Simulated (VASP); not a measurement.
# A VASP study of SrTiC2 (RPBE + D4): structure first, properties next

What structure does SrTiC2 take at this level, and what are its properties? The steps: rough relaxation of the start cell, full relaxation (RPBE + D4), second relaxation, density, ELF and potential (RPBE + D4), band structure (RPBE + D4), total and projected DOS (RPBE + D4), electric field gradients (RPBE + D4), optical spectrum (RPBE + D4) and band structure (RPBE + D4 + SOC). The cell is invented: other elements were put on sites of a known structure type. It may not be a known or stable phase. The atoms of the start are displaced at random from the sites of a P4/mmm cell.

Main program and level: VASP 6.6.1; RPBE with D4; plane waves and PAW (Sr_sv, Ti_sv, C), in the first sound run; inputs show where later runs differ.

## Step 1: The starting structure

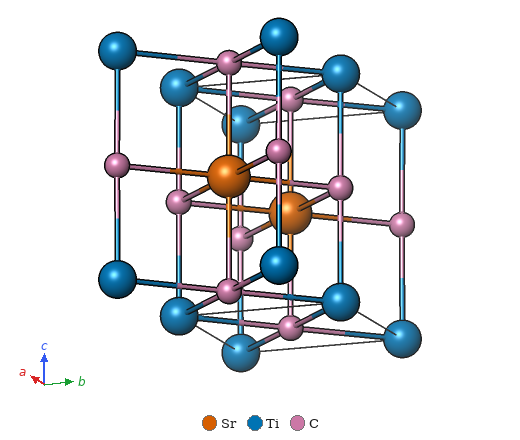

Start, viewed from a free direction; strontium orange, titanium blue, carbon pink. 2×1×1 cells are drawn. Some periodic images of atoms are drawn too.

Structure file:

```cif
data_structure
_symmetry_space_group_name_H-M 'P 1'
_symmetry_Int_Tables_number 1
_cell_length_a 3.6931
_cell_length_b 3.6931
_cell_length_c 5.0075
_cell_angle_alpha 90.000
_cell_angle_beta 90.000
_cell_angle_gamma 90.000
_cell_volume 68.30
loop_
_atom_site_label
_atom_site_type_symbol
_atom_site_fract_x
_atom_site_fract_y
_atom_site_fract_z
_atom_site_occupancy
Sr1 Sr 0.50229 0.49467 0.50118 1
Ti2 Ti 0.00267 0.99733 0.00054 1
C3 C 0.99774 0.99255 0.50092 1
C4 C 0.49876 0.49493 0.99933 1
```

## Step 2: Rough relaxation of the start cell

The start is only an estimate, so a cheap relaxation brings it near a minimum before any careful run. RPBE by itself binds more weakly than PBE and expands cells. A dispersion term adds the long-range attraction that semilocal functionals lack. D4 lets the coefficients depend on atomic charges too.

INCAR reads:

```
SYSTEM = SrTiC2
PREC = Normal
ENCUT = 520
EDIFF = 1E-05
NELM = 60
ISMEAR = 0
SIGMA = 0.05
LREAL = .FALSE.
ALGO = Fast
GGA = RP
IVDW = 13
NBANDS = 21
LORBIT = 11
LWAVE = .FALSE.
LCHARG = .FALSE.
KPAR = 2
IBRION = 2
NSW = 40
ISIF = 3
EDIFFG = -0.04
```

POSCAR reads:

```
SrTiC2
1.0
    3.6930810400      0.0000000000      0.0000000000
    0.0000000000      3.6930810400      0.0000000000
    0.0000000000      0.0000000000      5.0075477400
Sr Ti C
1 1 2
Direct
    0.5022940000      0.4946650000      0.5011750000
    0.0026680000     -0.0026720000      0.0005400000
   -0.0022560000     -0.0074470000      0.5009230000
    0.4987590000      0.4949330000     -0.0006720000
```

KPOINTS reads:

```
Automatic mesh
0
Gamma
5 5 3
0 0 0
```

PAW data sets: Sr_sv, Ti_sv and C (PBE family, release 64).

On the command line:

```sh
mpirun -np 2 vasp_std
```

Output:

```text
[banner, memory and clock lines left out]
running    2 mpi-ranks, on    1 nodes
[...]
|                                                                             |
|               ----> ADVICE to this user running VASP <----                  |
|                                                                             |
|     You enforced a specific xc type in the INCAR file but a different       |
|     [... a line on the potential file left out ...]
|     I HOPE YOU KNOW WHAT YOU ARE DOING!                                     |
|                                                                             |

 LDA part: xc-table for (Slater+PW92), standard interpolation
 POSCAR, INCAR and KPOINTS ok, starting setup
[...]
entering main loop
       N       E                     dE             d eps       ncg     rms          rms(c)
DAV:   1     0.261193554493E+03    0.26119E+03   -0.14586E+04  1596   0.144E+03
DAV:   2    -0.414920730412E+01   -0.26534E+03   -0.25426E+03  1716   0.393E+02
DAV:   3    -0.304506003987E+02   -0.26301E+02   -0.25569E+02  2775   0.108E+02
DAV:   4    -0.314127938494E+02   -0.96219E+00   -0.95455E+00  2050   0.184E+01
[...]
RMM:  45    -0.222777490379E+02   -0.71319E-05   -0.10979E-04  1316   0.526E-02    0.102E-02
RMM:  46    -0.222777584399E+02   -0.94020E-05   -0.13021E-04  1297   0.513E-02    0.933E-03
RMM:  47    -0.222777644922E+02   -0.60523E-05   -0.95963E-05  1313   0.509E-02
   1 F= -.23708267E+02 E0= -.23703497E+02  d E =-.237083E+02
[... from here on, the cycles between the ionic steps are left out ...]
   2 F= -.24184387E+02 E0= -.24181634E+02  d E =-.476120E+00
   4 F= -.24219593E+02 E0= -.24216524E+02  d E =-.343633E-01
[...]
WARNING in EDDRMM: call to ZHEGV failed, returncode =   6  3     14
   7 F= -.24270207E+02 E0= -.24266612E+02  d E =-.270787E-02
[...]
WARNING in EDDRMM: call to ZHEGV failed, returncode =   6  3      7
  10 F= -.24274983E+02 E0= -.24271279E+02  d E =-.748431E-02
  13 F= -.24276626E+02 E0= -.24273085E+02  d E =-.573740E-03
  16 F= -.24301553E+02 E0= -.24298316E+02  d E =-.255012E-01
[...]
WARNING in EDDRMM: call to ZHEGV failed, returncode =   6  3      4
  19 F= -.22735000E+02 E0= -.22733328E+02  d E =0.154105E+01
[...]
WARNING in EDDRMM: call to ZHEGV failed, returncode =   6  3      6
[...]
|     The electronic self-consistency was not achieved in the given           |
[...]
WARNING in EDDRMM: call to ZHEGV failed, returncode =   8  4      9
  22 F= -.24532013E+02 E0= -.24530632E+02  d E =-.255961E+00
  25 F= -.24727983E+02 E0= -.24726578E+02  d E =-.195970E+00
[...]
WARNING in EDDRMM: call to ZHEGV failed, returncode =   6  3      8
  28 F= -.24960999E+02 E0= -.24959664E+02  d E =-.167134E+00
[...]
WARNING in EDDRMM: call to ZHEGV failed, returncode =   6  3      8
  31 F= -.25224529E+02 E0= -.25223194E+02  d E =-.161954E+00
[...]
WARNING in EDDRMM: call to ZHEGV failed, returncode =   6  3     15
  34 F= -.25329766E+02 E0= -.25328978E+02  d E =-.925205E-01
  37 F= -.25346863E+02 E0= -.25346108E+02  d E =-.164352E-01
[...]
hard stop encountered!  aborting job ...
[...]
|     The electronic self-consistency was not achieved in the given           |
[...]
soft stop encountered!  aborting job ...
  38 F= -.25384790E+02 E0= -.25384191E+02  d E =-.119897E-02
 deleting file STOPCAR
```

The job ended after 17 min (2 MPI ranks of AMD EPYC 7R43, shared host; peak memory 0.35 GiB).

The logs omit lines about the potential files and the build; timing stands in the text.

The run was stopped at its time limit, by a STOPCAR file.

By then 37 ionic steps had been finished.

The next step goes on from the cell that it reached.

## Step 3: Full relaxation (RPBE + D4)

Properties are meant for the cell that this level of theory prefers, so cell and atoms are relaxed first (ISIF = 3) until forces and stress are small; EDIFFG sets the threshold.

INCAR reads:

```
SYSTEM = SrTiC2
PREC = Accurate
ENCUT = 520
EDIFF = 1E-06
NELM = 100
ISMEAR = 0
SIGMA = 0.05
LREAL = .FALSE.
ALGO = Normal
GGA = RP
IVDW = 13
NBANDS = 21
LORBIT = 11
LWAVE = .FALSE.
LCHARG = .FALSE.
KPAR = 2
IBRION = 2
NSW = 60
ISIF = 3
EDIFFG = -0.01
```

POSCAR reads:

```
SrTiC2
1.0
    3.8565308438     -0.0170209131     -0.0727180659
   -0.0143570566      3.7083250839     -0.0384825652
   -0.1026565906     -0.0494925867      4.6895058090
Sr Ti C
1 1 2
Direct
    0.5657279069      0.5041877388      0.4849195066
    0.0703903311      0.9868041293      0.9730343383
    0.0661426466      0.0056381419      0.5666557658
    0.2992041154      0.4828489900      0.9773563893
```

KPOINTS reads:

```
Automatic mesh
0
Gamma
6 6 5
0 0 0
```

On the command line:

```sh
mpirun -np 2 vasp_std
```

Output:

```text
[banner, memory and clock lines left out]
running    2 mpi-ranks, on    1 nodes
 distrk:  each k-point on    1 cores,    2 groups
 distr:  one band on    1 cores,    1 groups

 POSCAR found type information on POSCAR SrTiC
 POSCAR found :  3 types and       4 ions
 [... a notice as in an earlier step ...]

 LDA part: xc-table for (Slater+PW92), standard interpolation
 POSCAR, INCAR and KPOINTS ok, starting setup
 FFT: planning ... GRIDC
 FFT: planning ... GRID_SOFT
 FFT: planning ... GRID
 WAVECAR not read
 entering main loop
       N       E                     dE             d eps       ncg     rms          rms(c)
DAV:   1     0.263112733369E+03    0.26311E+03   -0.13844E+04  3864   0.144E+03
DAV:   2     0.108696735218E+01   -0.26203E+03   -0.25054E+03  4004   0.399E+02
DAV:   3    -0.293843930212E+02   -0.30471E+02   -0.29805E+02  7007   0.111E+02
DAV:   4    -0.305571546892E+02   -0.11728E+01   -0.11682E+01  4712   0.213E+01
DAV:   5    -0.306208051987E+02   -0.63651E-01   -0.63637E-01  6037   0.469E+00    0.281E+01
DAV:   6    -0.252918239181E+02    0.53290E+01   -0.44313E+01  5135   0.508E+01    0.154E+01
DAV:   7    -0.246448455762E+02    0.64698E+00   -0.27228E+01  5195   0.409E+01    0.163E+01
DAV:   8    -0.239582061860E+02    0.68664E+00   -0.18820E+00  4518   0.117E+01    0.695E+00
DAV:   9    -0.239317625279E+02    0.26444E-01   -0.10680E+00  6036   0.780E+00    0.210E+00
DAV:  10    -0.238925492191E+02    0.39213E-01   -0.16190E-01  5104   0.331E+00    0.698E-01
DAV:  11    -0.238926038263E+02   -0.54607E-04   -0.12287E-02  5553   0.776E-01    0.316E-01
DAV:  12    -0.238930114514E+02   -0.40763E-03   -0.38246E-03  6082   0.346E-01    0.194E-01
DAV:  13    -0.238927192902E+02    0.29216E-03   -0.20463E-03  5304   0.384E-01    0.697E-02
DAV:  14    -0.238927068725E+02    0.12418E-04   -0.96363E-05  4392   0.884E-02    0.388E-02
DAV:  15    -0.238926927777E+02    0.14095E-04   -0.43146E-05  5600   0.457E-02    0.793E-03
DAV:  16    -0.238926929306E+02   -0.15295E-06   -0.31773E-06  3800   0.148E-02
   1 F= -.25377125E+02 E0= -.25376039E+02  d E =-.253771E+02
 curvature:   0.00 expect dE= 0.000E+00 dE for cont linesearch  0.000E+00
 trial: gam= 0.00000 g(F)=  0.438E-01 g(S)=  0.317E-02 ort = 0.000E+00 (trialstep = 0.100E+01)
 search vector abs. value=  0.470E-01
 bond charge predicted
       N       E                     dE             d eps       ncg     rms          rms(c)
DAV:   1    -0.239003461791E+02   -0.76534E-02   -0.62354E+00  4324   0.342E+01    0.163E+00
DAV:   2    -0.239351437263E+02   -0.34798E-01   -0.67134E-01  4457   0.702E+00    0.126E+00
DAV:   3    -0.239145984083E+02    0.20545E-01   -0.87255E-02  4873   0.280E+00    0.494E-01
DAV:   4    -0.239118462020E+02    0.27522E-02   -0.13722E-02  5362   0.101E+00    0.180E-01
DAV:   5    -0.239119697756E+02   -0.12357E-03   -0.38584E-03  5866   0.319E-01    0.152E-01
DAV:   6    -0.239120178504E+02   -0.48075E-04   -0.57259E-04  6011   0.129E-01    0.108E-01
DAV:   7    -0.239121224292E+02   -0.10458E-03   -0.11623E-04  6015   0.814E-02    0.467E-02
DAV:   8    -0.239121592338E+02   -0.36805E-04   -0.67837E-05  5501   0.454E-02    0.972E-03
DAV:   9    -0.239121603011E+02   -0.10673E-05   -0.38996E-06  4257   0.142E-02    0.497E-03
DAV:  10    -0.239121608327E+02   -0.53162E-06   -0.58483E-07  2302   0.811E-03
   2 F= -.25402806E+02 E0= -.25401949E+02  d E =-.256814E-01
[... from here on, the cycles between the ionic steps are left out ...]
   3 F= -.25403093E+02 E0= -.25402266E+02  d E =-.259683E-01
   4 F= -.25427368E+02 E0= -.25426342E+02  d E =-.242748E-01
   5 F= -.25492177E+02 E0= -.25491215E+02  d E =-.890836E-01
   6 F= -.25543304E+02 E0= -.25542337E+02  d E =-.140211E+00
   7 F= -.25548004E+02 E0= -.25547062E+02  d E =-.144910E+00
   8 F= -.25559554E+02 E0= -.25558603E+02  d E =-.115500E-01
   9 F= -.25588143E+02 E0= -.25587214E+02  d E =-.401388E-01
  10 F= -.25607581E+02 E0= -.25606320E+02  d E =-.595771E-01
  11 F= -.25632701E+02 E0= -.25631398E+02  d E =-.251197E-01
  12 F= -.25681969E+02 E0= -.25680602E+02  d E =-.743878E-01
  13 F= -.25676194E+02 E0= -.25674919E+02  d E =-.686134E-01
  14 F= -.25695483E+02 E0= -.25694146E+02  d E =-.879024E-01
  15 F= -.25706134E+02 E0= -.25704818E+02  d E =-.106510E-01
  16 F= -.25724192E+02 E0= -.25723009E+02  d E =-.287089E-01
  17 F= -.25725556E+02 E0= -.25724421E+02  d E =-.300731E-01
  18 F= -.25731810E+02 E0= -.25730659E+02  d E =-.625404E-02
  19 F= -.25733778E+02 E0= -.25732562E+02  d E =-.822131E-02
  20 F= -.25735334E+02 E0= -.25734092E+02  d E =-.155577E-02
  21 F= -.25738662E+02 E0= -.25737412E+02  d E =-.488463E-02
  22 F= -.25737892E+02 E0= -.25737385E+02  d E =-.411391E-02
  23 F= -.25739776E+02 E0= -.25738784E+02  d E =-.599813E-02
  24 F= -.25740793E+02 E0= -.25739930E+02  d E =-.101692E-02
  25 F= -.25743385E+02 E0= -.25742815E+02  d E =-.360918E-02
  26 F= -.25745357E+02 E0= -.25744922E+02  d E =-.558106E-02
  27 F= -.25747653E+02 E0= -.25747219E+02  d E =-.229612E-02
  28 F= -.25750626E+02 E0= -.25750177E+02  d E =-.526957E-02
  29 F= -.25752865E+02 E0= -.25752390E+02  d E =-.223821E-02
  30 F= -.25753757E+02 E0= -.25753187E+02  d E =-.313072E-02
  31 F= -.25754491E+02 E0= -.25753865E+02  d E =-.733587E-03
  32 F= -.25755433E+02 E0= -.25754689E+02  d E =-.167609E-02
  33 F= -.25755790E+02 E0= -.25755022E+02  d E =-.356540E-03
  34 F= -.25755804E+02 E0= -.25755026E+02  d E =-.370525E-03
  35 F= -.25756119E+02 E0= -.25755308E+02  d E =-.314778E-03
  36 F= -.25756296E+02 E0= -.25755382E+02  d E =-.492675E-03
  37 F= -.25756609E+02 E0= -.25755624E+02  d E =-.312454E-03
  38 F= -.25756648E+02 E0= -.25755634E+02  d E =-.351212E-03
  39 F= -.25756833E+02 E0= -.25755788E+02  d E =-.185769E-03
  40 F= -.25757016E+02 E0= -.25755934E+02  d E =-.368349E-03
  41 F= -.25757150E+02 E0= -.25756070E+02  d E =-.134407E-03
  42 F= -.25757199E+02 E0= -.25756134E+02  d E =-.183008E-03
  43 F= -.25757314E+02 E0= -.25756264E+02  d E =-.115219E-03
  44 F= -.25757336E+02 E0= -.25756312E+02  d E =-.137265E-03
  45 F= -.25757341E+02 E0= -.25756312E+02  d E =-.142428E-03
  46 F= -.25757338E+02 E0= -.25756298E+02  d E =-.139290E-03
  47 F= -.25757344E+02 E0= -.25756308E+02  d E =-.144739E-03
  48 F= -.25757344E+02 E0= -.25756311E+02  d E =-.144815E-03
 curvature:  -4.49 expect dE=-0.225E-03 dE for cont linesearch -0.111E-09
 trial: gam= 0.27185 g(F)=  0.263E-04 g(S)=  0.239E-04 ort = 0.118E-06 (trialstep = 0.105E+01)
 search vector abs. value=  0.918E-04
 bond charge predicted
       N       E                     dE             d eps       ncg     rms          rms(c)
DAV:   1    -0.243776162609E+02    0.12070E-03   -0.11137E-02  4564   0.175E+00    0.618E-02
DAV:   2    -0.243777019412E+02   -0.85680E-04   -0.14145E-03  3899   0.288E-01    0.344E-02
DAV:   3    -0.243776878175E+02    0.14124E-04   -0.56919E-05  5461   0.645E-02    0.161E-02
DAV:   4    -0.243776843999E+02    0.34177E-05   -0.15750E-05  4936   0.351E-02    0.801E-03
DAV:   5    -0.243776840454E+02    0.35446E-06   -0.25272E-06  4193   0.151E-02
  49 F= -.25757379E+02 E0= -.25756356E+02  d E =-.353186E-04
 trial-energy change:   -0.000035  1 .order   -0.000037   -0.000053   -0.000021
 step:   1.7559(harm=  1.7559)  dis= 0.00222  next Energy=   -25.757388 (dE=-0.441E-04)
 reached required accuracy - stopping structural energy minimisation
```

Wall time 28 min (2 MPI ranks); peak memory 0.51 GiB; 56 min of CPU time.

From OUTCAR (step 3):

```text
ion  position               nearest neighbor table
   1  0.566  0.504  0.485-   4 2.55   4 2.57   3 2.68   3 2.70   3 2.71   3 2.72   2 3.41   2 3.51
                             2 3.53   2 3.53   2 3.55   4 3.58   2 3.61   2 3.64   2 3.67
   2  0.070  0.987  0.973-   3 1.91   4 2.03   4 2.07   1 3.41   1 3.51   1 3.53   1 3.53   1 3.55
                             1 3.61   1 3.64   1 3.67
   3  0.066  0.006  0.567-   2 1.91   1 2.68   1 2.70   1 2.71   1 2.72
   4  0.299  0.483  0.977-   2 2.03   2 2.07   1 2.55   1 2.57   1 3.58

  LATTYP: Found a triclinic cell.
 ALAT       =     3.8572539167
 B/A-ratio  =     1.3816051217
 C/A-ratio  =     1.8353949587
 COS(alpha) =     0.0007011446
 COS(beta)  =     0.5221238221
 COS(gamma) =     0.7181678361

 Subroutine GETGRP returns: Found  1 space group operations
 (whereof  1 operations were pure point group operations)

The static configuration has the point symmetry C_1 .

 Found     92 irreducible k-points:

   k-points           NKPTS =     92   k-points in BZ     NKDIM =     92   number of bands    NBANDS=     21

   dimension x,y,z NGX =    30 NGY =   28 NGZ =   36
   dimension x,y,z NGXF=    60 NGYF=   56 NGZF=   72

   ENCUT  =  520.0 eV  38.22 Ry    6.18 a.u.   7.17  6.90  8.72*2*pi/ulx,y,z

   NELECT =      30.0000    total number of electrons

 k-points in reciprocal lattice and weights: Automatic mesh
   0.00000000  0.00000000  0.00000000       0.006
   0.16666667  0.00000000  0.00000000       0.011
   0.33333333 -0.00000000 -0.00000000       0.011
   0.50000000  0.00000000 -0.00000000       0.006
   0.00000000  0.16666667  0.00000000       0.011
   0.16666667  0.16666667  0.00000000       0.011
   0.33333333  0.16666667  0.00000000       0.011
   0.50000000  0.16666667  0.00000000       0.011
  -0.33333333  0.16666667  0.00000000       0.011
[...]
-0.33333333 -0.16666667  0.40000000       0.011
  -0.16666667 -0.16666667  0.40000000       0.011

 average (electrostatic) potential at core
       1 -35.8839       2 -76.5728       3 -50.2001       4 -50.1896

 E-fermi :   3.9375

 k-point     1 :       0.0000    0.0000    0.0000
  band No.  band energies     occupation
    ...
     10      -4.3832      2.00000
     11       2.3226      2.00000
     12       2.9327      2.00000
     13       2.9530      2.00000
     14       3.2240      2.00000
     15       3.9641      0.45183
     16       3.9842      0.18640
     17       5.5963      0.00000
     18       5.8572      0.00000
     19       7.6448      0.00000
    ...

 k-point     2 :       0.1667    0.0000    0.0000
  band No.  band energies     occupation
    ...
     11       1.9138      2.00000
     12       2.7870      2.00000
     13       2.7994      2.00000
     14       3.1850      2.00000
     15       3.9564      0.59299
     16       3.9663      0.41585
     17       5.6359      0.00000
     18       5.7147      0.00000
     19       7.6549      0.00000
     20       7.7109      0.00000
    ...

 k-point     3 :       0.3333   -0.0000   -0.0000
  band No.  band energies     occupation
    ...
     12       2.5202      2.00000
     13       2.5265      2.00000
     14       2.8606      2.00000
     15       3.9210      1.35975
     16       3.9369      1.01317
     17       5.7184      0.00000
     18       5.9579      0.00000
     19       7.6781      0.00000
     20       7.7435      0.00000
     21       8.3589      0.00000

  DFT-D4 for vdW energy calculation

  Edisp (eV):   -1.37970

  Total       0.01328     0.00197    -0.00034    -0.01739     0.00488     0.00739
  in kB       0.31093     0.04624    -0.00803    -0.40713     0.11426     0.17307
  external pressure =        0.12 kB  Pullay stress =        0.00 kB

  energy-cutoff  :      520.00
  volume of cell :       68.43
      direct lattice vectors                 reciprocal lattice vectors
     4.191051141  0.001193820  0.011578728     0.238601289 -0.000034814  0.000849544
     0.000558261  4.046323652  0.009024116    -0.000073209  0.247135657  0.001018071
    -0.014369418 -0.016626713  4.035084697    -0.000684506 -0.000552598  0.247821558

 POSITION                                       TOTAL-FORCE (eV/Angst)
 -----------------------------------------------------------------------------------
      2.61791      1.99445      2.03181        -0.004791      0.004308     -0.000707
      0.53094      4.02596      0.01236         0.003134     -0.001995      0.001551
      0.09236      4.01701      2.02874        -0.000419     -0.000323     -0.002407
      0.94325      2.00306      0.00859         0.002077     -0.001991      0.001563
 -----------------------------------------------------------------------------------
    total drift:                               -0.000548      0.000617     -0.000073

  FREE ENERGIE OF THE ION-ELECTRON SYSTEM (eV)
  ---------------------------------------------------
  free  energy   TOTEN  =       -25.7573791954 eV

  energy  without entropy=      -25.7553322420  energy(sigma->0) =      -25.75635572

 reached required accuracy - stopping structural energy minimisation

 total charge
# of ion       s       p       d       tot
------------------------------------------
    1        2.020   5.825   0.271   8.116
    2        2.230   6.225   1.931  10.385
    3        0.942   1.340   0.000   2.281
    4        0.941   1.339   0.000   2.280
--------------------------------------------------
tot          6.132  14.729   2.202  23.063

[... 3 further parts left out ...]
```

CONTCAR:

```
SrTiC2
   1.00000000000000
     4.1910511412307185    0.0011938197272269    0.0115787281231101
     0.0005582607787098    4.0463236522459498    0.0090241161823790
    -0.0143694175325353   -0.0166267130102408    4.0350846966795926
  Sr              Ti              C
     1     1     2
Direct
     0.6262929076307122    0.4947768940488781    0.5006313787634630
     0.1265528260580107    0.9949319546733575    0.0004759683065597
     0.0236218290414834    0.9948041227318941    0.5004822852352779
     0.2249974372697972    0.4949660285458685    0.0003763676947023
```

The k-mesh is coarse for a metal. The PAW data sets were made with PBE, which is usual practice but a small mismatch for other functionals. Dispersion corrections of this kind ignore metallic screening and tend to overbind metals.

[end of part 1 of 5]

[Lines on the potential files, build, host, timing and source positions are cut from VASP's logs without a mark.]

[Logs are printed without paths, hosts, clocks, repeated set-up lines and the standing remarks that a program may print on its own settings, such as how far it seeks lower states.]

[Hosts, paths, dates, database ids (printed as entryN), source tags and the programs' standing remarks are cut or masked in the printed files.]

[A measured line is paired with the nearest computed mode of its activity, which favours agreement.]

[In band tables of VASP the shares of atoms and orbitals are scaled to a sum of 1 inside the atoms' spheres.]
